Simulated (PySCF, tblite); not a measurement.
# C6H11NSi: a rotation path, then NMR shifts on frames, part 1 of 2

How do NMR shifts of C6H11NSi (`Cn1ccc(C[SiH3])c1`) change as the atoms move?

Computed with tblite 0.8.0 and PySCF 2.14.0, with density-fitted response routines of our own, on a single molecule in the gas phase. Atoms count from 0, in the outputs and in this text.

### Step 1. Starting geometry

19 atoms, charge 0, multiplicity 1; geometry from: GFN2-xTB.

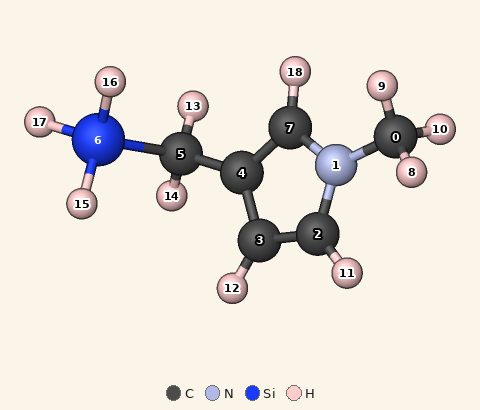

The starting geometry (carbon dark grey, nitrogen light blue, silicon blue, hydrogen pink), atoms numbered.

### Step 2. A band between two rotamers with GFN2-xTB

The job: settings as JSON, then the geometry in Å.

```
{"job": {"kind": "neb", "xc": "GFN2-xTB", "basis": "xTB", "atoms": [3, 4, 5, 6], "turn": 120}, "charge": 0, "multiplicity": 1}
C     -2.912165     0.593766     0.731302
N     -1.681891     0.222876     0.094815
C     -1.437310     0.241551    -1.239993
C     -0.171221    -0.229074    -1.459775
C      0.380409    -0.562170    -0.203026
C      1.753586    -1.076237     0.054254
Si     3.000998     0.358417     0.199950
C     -0.581139    -0.267642     0.729968
H     -3.471901     1.268429     0.083913
H     -2.707500     1.099379     1.676235
H     -3.531643    -0.285733     0.936272
H     -2.176799     0.590876    -1.934729
H      0.313794    -0.332056    -2.410735
H      1.758152    -1.664443     0.973438
H      2.052154    -1.740401    -0.758361
H      3.003319     1.138817    -1.037925
H      2.620067     1.220580     1.320799
H      4.338373    -0.192891     0.438870
H     -0.559084    -0.374793     1.797266
```

Level: GFN2-xTB climbing-image nudged elastic band, gas phase.

Run with:

```
OMP_NUM_THREADS=1 python probes_run.py task.json out
```

One launch serves the whole session: the jobs run in the order shown.

The program printed:

```text
image   E - E0 / eV
  0       0.0000
  1       0.0138
  2       0.0422
  3       0.0636
  4       0.0695
  5       0.0606
  6       0.0346
  7       0.0099
  8       0.0014
```

Run time: 3.8 s. Hardware: 1 thread of Intel Xeon 6975P-C, shared host; peak memory 0.19 GiB.

The final band, with the dihedral C3–C4–C5–Si6:

| image | dihedral (°) | energy (eV) | energy (kcal/mol) |
| --- | --- | --- | --- |
| 0 | 85 | 0.000 | 0.0 |
| 1 | 109 | 0.014 | 0.3 |
| 2 | 134 | 0.042 | 1.0 |
| 3 | 158 | 0.064 | 1.5 |
| 4 | 183 | 0.069 | 1.6 |
| 5 | 207 | 0.061 | 1.4 |
| 6 | 231 | 0.035 | 0.8 |
| 7 | 255 | 0.010 | 0.2 |
| 8 | 277 | 0.001 | 0.0 |

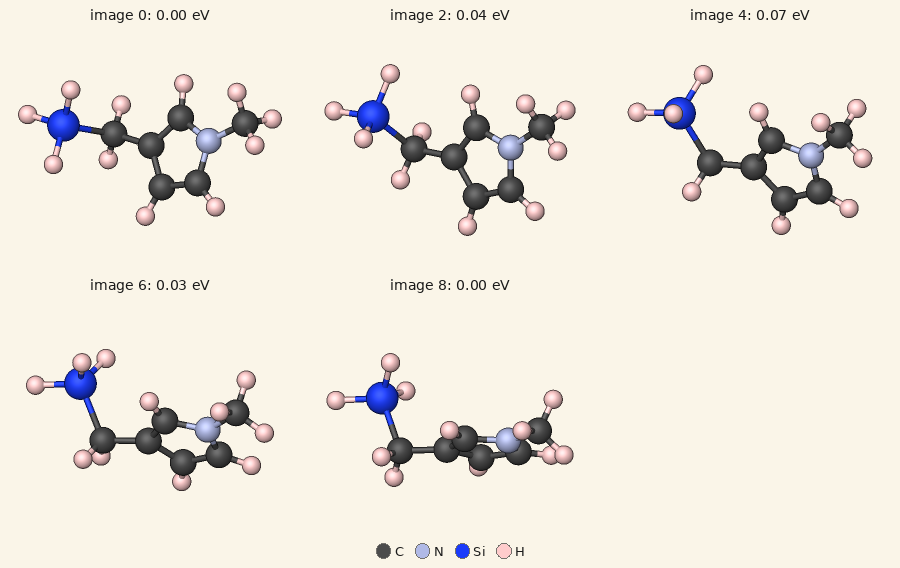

Images along the band.

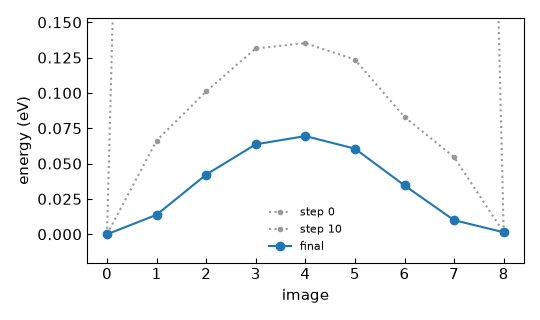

Energy along the band, early and final.

### Step 3. Shielding tensors: image 0, PBE0/pcSseg-1

The job: settings as JSON, then the geometry in Å.

```
{"job": {"kind": "nmr", "xc": "PBE0", "basis": "pcSseg-1", "pop": false}, "charge": 0, "multiplicity": 1}
C     -2.912200     0.593800     0.731300
N     -1.681900     0.222900     0.094800
C     -1.437300     0.241600    -1.240000
C     -0.171200    -0.229100    -1.459800
C      0.380400    -0.562200    -0.203000
C      1.753600    -1.076200     0.054300
Si     3.001000     0.358400     0.200000
C     -0.581100    -0.267600     0.730000
H     -3.471900     1.268400     0.083900
H     -2.707500     1.099400     1.676200
H     -3.531600    -0.285700     0.936300
H     -2.176800     0.590900    -1.934700
H      0.313800    -0.332100    -2.410700
H      1.758200    -1.664400     0.973400
H      2.052200    -1.740400    -0.758400
H      3.003300     1.138800    -1.037900
H      2.620100     1.220600     1.320800
H      4.338400    -0.192900     0.438900
H     -0.559100    -0.374800     1.797300
```

Method: GIAO PBE0/pcSseg-1 NMR shielding, non-relativistic, gas phase.

The program printed:

```text
coarse grid: 16024 points
cycle   1  E = -578.8682790562  dE =  1.219e+00  |g| = 4.555e-01  |ddm| = 3.999e+00
cycle   2  E = -578.8216757867  dE =  4.660e-02  |g| = 6.325e-01  |ddm| = 1.190e+00
cycle   3  E = -578.9214643525  dE = -9.979e-02  |g| = 1.276e-01  |ddm| = 7.469e-01
cycle   4  E = -578.9251797793  dE = -3.715e-03  |g| = 3.340e-02  |ddm| = 1.418e-01
cycle   5  E = -578.9254426777  dE = -2.629e-04  |g| = 7.324e-03  |ddm| = 3.931e-02
cycle   6  E = -578.9254531607  dE = -1.048e-05  |g| = 2.685e-03  |ddm| = 8.413e-03
cycle   7  E = -578.9254546465  dE = -1.486e-06  |g| = 4.845e-04  |ddm| = 2.227e-03
final grid: 149264 points
cycle   8  E = -578.9702213919  dE = -3.639e-05  |g| = 7.570e-03  |ddm| = 3.566e-02
cycle   9  E = -578.9702187437  dE =  2.648e-06  |g| = 8.285e-03  |ddm| = 1.709e-02
cycle  10  E = -578.9702366538  dE = -1.791e-05  |g| = 8.540e-04  |ddm| = 9.052e-03
cycle  11  E = -578.9702367916  dE = -1.378e-07  |g| = 2.418e-04  |ddm| = 6.821e-04
cycle  12  E = -578.9702368009  dE = -9.332e-09  |g| = 9.133e-05  |ddm| = 2.209e-04
cycle  13  E = -578.9702368028  dE = -1.895e-09  |g| = 3.320e-05  |ddm| = 1.178e-04
cycle  14  E = -578.9702368031  dE = -2.674e-10  |g| = 5.685e-06  |ddm| = 3.611e-05
converged SCF energy = -578.9702368031

GIAO shielding tensors (ppm)
atom      isotropic    diamagn.    paramagn.     s11        s22        s33       span
  0 C      150.112     241.125     -91.012    128.721    132.567    189.049     60.329
  1 N       96.698     336.186    -239.488     -3.120    112.584    180.630    183.750
  2 C       62.016     255.136    -193.120     -8.576     69.022    125.601    134.177
  3 C       73.170     252.995    -179.825     -2.190     68.888    152.813    155.003
  4 C       59.506     263.279    -203.773    -10.501     35.493    153.527    164.028
  5 C      175.798     247.916     -72.118    164.251    166.734    196.410     32.159
  6 Si     414.338     878.986    -464.648    373.155    401.506    468.352     95.197
  7 C       66.203     255.418    -189.216     -2.413     77.738    123.283    125.696
  8 H       28.177      27.651       0.527     23.277     27.127     34.128     10.851
  9 H       28.027      28.520      -0.494     23.007     26.975     34.099     11.092
 10 H       27.918      26.909       1.009     23.740     24.972     35.042     11.302
 11 H       25.315      32.574      -7.259     22.226     26.525     27.195      4.969
 12 H       25.604      34.242      -8.638     23.107     26.049     27.656      4.550
 13 H       29.525      30.313      -0.788     24.292     28.834     35.448     11.155
 14 H       29.533      29.796      -0.263     24.552     28.395     35.651     11.099
 15 H       27.894      29.157      -1.263     24.217     27.134     32.332      8.115
 16 H       28.056      29.235      -1.179     24.422     27.252     32.494      8.072
 17 H       27.614      28.178      -0.564     24.494     24.653     33.694      9.201
 18 H       25.370      35.788     -10.418     22.007     25.531     28.570      6.563
```

It took 23 s on 1 thread of Intel Xeon 6975P-C, shared host; peak memory 0.88 GiB.

The references, computed at this level on geometries of the same kind, shield at (ppm): ¹H TMS 31.72, ¹³C TMS 186.9, ²⁹Si TMS 349.2, ¹⁵N NH3 267.7. Their shielding less the atom's gives the shift. The references are single molecules in the gas phase, so shifts against H2O, NH3, PH3, H3PO4 or CFCl3 are not on the usual liquid scales and can be off by tens of ppm. Each atom is listed at this fixed geometry, with no averaging over motion; a spectrum would average atoms that exchange fast.

| atoms | environment | σ (ppm) | δ (ppm) |
| --- | --- | --- | --- |
| C4 | substituted aromatic carbon | 59.5 | 127.4 |
| C2 | aromatic CH next to a ring nitrogen | 62.0 | 124.9 |
| C7 | aromatic CH next to a ring nitrogen | 66.2 | 120.7 |
| C3 | aromatic CH | 73.2 | 113.8 |
| C0 | methyl carbon bonded to N | 150.1 | 36.8 |
| C5 | sp3 CH2 bonded to Si, on an aromatic ring | 175.8 | 11.1 |
| H11 | hydrogen on an aromatic CH next to a ring nitrogen | 25.32 | 6.40 |
| H18 | hydrogen on an aromatic CH next to a ring nitrogen | 25.37 | 6.35 |
| H12 | hydrogen on an aromatic CH | 25.60 | 6.11 |
| H17 | hydrogen on a silicon bonded to C | 27.61 | 4.10 |
| H15 | hydrogen on a silicon bonded to C | 27.89 | 3.82 |
| H10 | hydrogen on a methyl carbon bonded to N | 27.92 | 3.80 |
| H9 | hydrogen on a methyl carbon bonded to N | 28.03 | 3.69 |
| H16 | hydrogen on a silicon bonded to C | 28.06 | 3.66 |
| H8 | hydrogen on a methyl carbon bonded to N | 28.18 | 3.54 |
| H13 | hydrogen on an sp3 CH2 bonded to Si, on an aromatic ring | 29.52 | 2.19 |
| H14 | hydrogen on an sp3 CH2 bonded to Si, on an aromatic ring | 29.53 | 2.18 |
| N1 | pyrrole-type ring nitrogen | 96.7 | 171.0 |
| Si6 | silicon bonded to C, 3 H | 414.3 | -65.2 |

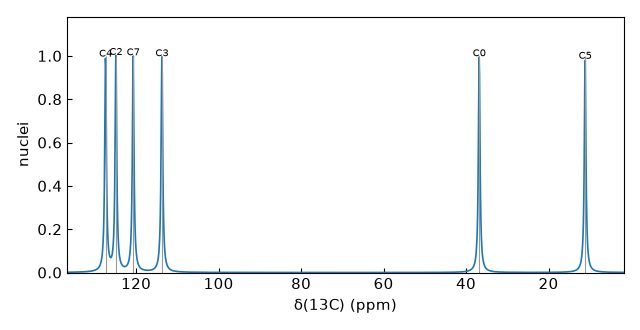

¹³C lines at the computed shifts, without couplings. Lines are broadened to a width of 0.47 ppm (Lorentzian).

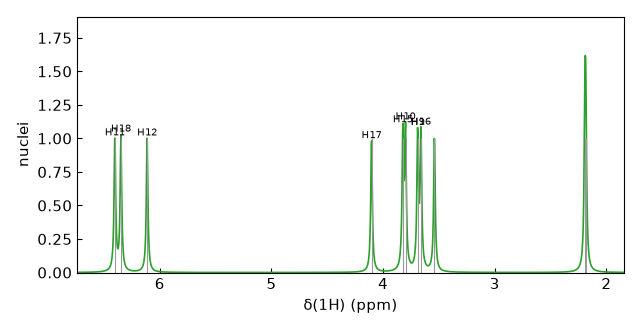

¹H lines at the computed shifts, without couplings. Lines are broadened to a width of 0.02 ppm (Lorentzian).

Ring of atoms N1, C2, C3, C4, C7: NICS(0) -13.2, NICS(1) -10.4, NICS(1)zz -27.3 ppm (means of both faces).

### Step 4. Nuclear shieldings: image 2, PBE0/pcSseg-1

The job: settings as JSON, then the geometry in Å.

```
{"job": {"kind": "nmr", "xc": "PBE0", "basis": "pcSseg-1", "pop": false}, "charge": 0, "multiplicity": 1}
C     -2.728800     0.815000     0.742800
N     -1.626900     0.246800     0.022900
C     -1.629400    -0.145600    -1.276100
C     -0.393200    -0.649800    -1.582100
C      0.398700    -0.566000    -0.416300
C      1.825200    -0.979100    -0.273400
Si     2.861900     0.333900     0.633200
C     -0.400200    -0.011000     0.551300
H     -3.433400     1.265300     0.044500
H     -2.366800     1.585100     1.425800
H     -3.254300     0.053000     1.327400
H     -2.503000    -0.036100    -1.888300
H     -0.083500    -1.040200    -2.531900
H      1.881600    -1.927100     0.269100
H      2.235300    -1.167600    -1.267600
H      2.756200     1.611200    -0.073500
H      2.374700     0.509500     2.004500
H      4.258800    -0.102600     0.703800
H     -0.183000     0.214600     1.576400
```

With the program's defaults for keys left out, this is: GIAO PBE0/pcSseg-1 NMR shielding, non-relativistic, gas phase.

The program printed:

```text
coarse grid: 16024 points
cycle   1  E = -578.8670761075  dE =  1.226e+00  |g| = 4.552e-01  |ddm| = 4.017e+00
cycle   2  E = -578.8191546627  dE =  4.792e-02  |g| = 6.359e-01  |ddm| = 1.192e+00
cycle   3  E = -578.9201583651  dE = -1.010e-01  |g| = 1.273e-01  |ddm| = 7.518e-01
cycle   4  E = -578.9238602421  dE = -3.702e-03  |g| = 3.330e-02  |ddm| = 1.425e-01
cycle   5  E = -578.9241210620  dE = -2.608e-04  |g| = 7.189e-03  |ddm| = 3.907e-02
cycle   6  E = -578.9241311834  dE = -1.012e-05  |g| = 2.647e-03  |ddm| = 8.188e-03
cycle   7  E = -578.9241326140  dE = -1.431e-06  |g| = 4.537e-04  |ddm| = 2.110e-03
final grid: 149264 points
cycle   8  E = -578.9688594138  dE = -3.709e-05  |g| = 7.358e-03  |ddm| = 3.489e-02
cycle   9  E = -578.9688570159  dE =  2.398e-06  |g| = 8.034e-03  |ddm| = 1.664e-02
cycle  10  E = -578.9688738973  dE = -1.688e-05  |g| = 8.559e-04  |ddm| = 8.779e-03
cycle  11  E = -578.9688740334  dE = -1.360e-07  |g| = 2.722e-04  |ddm| = 7.361e-04
cycle  12  E = -578.9688740459  dE = -1.249e-08  |g| = 1.002e-04  |ddm| = 2.672e-04
cycle  13  E = -578.9688740482  dE = -2.377e-09  |g| = 3.021e-05  |ddm| = 1.248e-04
cycle  14  E = -578.9688740485  dE = -2.204e-10  |g| = 5.709e-06  |ddm| = 3.377e-05
converged SCF energy = -578.9688740485

GIAO shielding tensors (ppm)
atom      isotropic    diamagn.    paramagn.     s11        s22        s33       span
  0 C      150.089     241.794     -91.705    128.533    132.736    188.997     60.464
  1 N       95.188     335.627    -240.439     -7.036    111.607    180.992    188.028
  2 C       62.976     254.368    -191.392     -7.479     69.209    127.197    134.675
  3 C       71.744     252.089    -180.344     -2.520     70.989    146.764    149.284
  4 C       59.951     263.203    -203.253    -10.776     37.305    153.322    164.098
  5 C      178.220     248.087     -69.867    163.921    172.512    198.227     34.305
  6 Si     422.582     879.022    -456.440    395.492    404.883    467.373     71.881
  7 C       65.093     256.906    -191.813     -6.748     74.288    127.739    134.487
  8 H       28.183      27.711       0.472     23.262     27.116     34.170     10.908
  9 H       28.011      28.922      -0.912     22.859     27.214     33.960     11.101
 10 H       27.902      27.375       0.527     23.817     24.925     34.963     11.146
 11 H       25.356      32.010      -6.653     22.206     26.483     27.379      5.173
 12 H       25.617      33.587      -7.970     23.065     26.369     27.417      4.352
 13 H       29.346      29.392      -0.046     24.897     27.017     36.124     11.226
 14 H       29.712      30.259      -0.547     23.900     29.494     35.742     11.842
 15 H       28.030      29.154      -1.124     24.986     26.486     32.618      7.633
 16 H       27.737      29.802      -2.065     23.824     27.160     32.226      8.402
 17 H       27.668      28.142      -0.474     24.002     25.223     33.779      9.777
 18 H       25.209      36.536     -11.327     21.145     24.923     29.560      8.415
```

Wall time 22 s (1 thread of Intel Xeon 6975P-C, shared host); peak memory 0.97 GiB.

In short: δ C4 127.0, C2 123.9, C7 121.8, C3 115.2, H18 6.51, H11 6.36 ppm.

(Continued in part 2 of 2.)
